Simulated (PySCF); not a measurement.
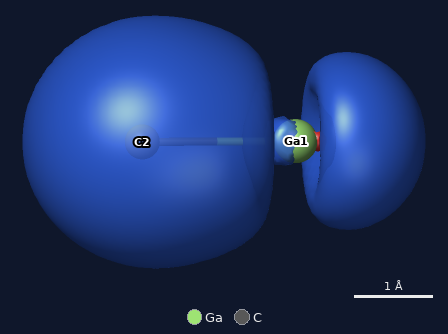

Figure. GaC (quartet). Isosurfaces of the spin density at +0.02 (blue) and −0.02 e/Å³ (red), seen from one side.

Computed with PBE0/x2c-TZVPPall, spin-free X2C-1e, Gaussian nucleus, at a bond length of 2.000 Å in PySCF.

Which atoms carry the spin?

Answer. The unpaired spin (3 electrons) lies mostly on C2 (about 2.3) and Ga1 (about 0.7), in electrons by Hirshfeld's partition.
